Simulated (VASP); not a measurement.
Band structure of ZrSe$_{2}$ (1T layered). Method: optB86b-vdW, VASP's PBE PAW potentials (set 64) (plane waves; VASP).

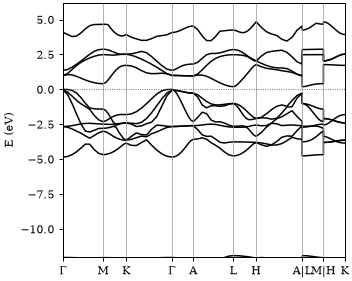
Fig. 1. Bands along high-symmetry lines, zero at the valence-band maximum or, without a gap, the Fermi level

Problem. Read the plot: is there a gap, and where are the band edges?

Solution. The gap is indirect, 0.19 eV, from the valence maximum at Γ to the conduction minimum at L. (Edges off the drawn lines would not show.)

The compound is ZrSe2 in the 1T layered structure. It was relaxed first.
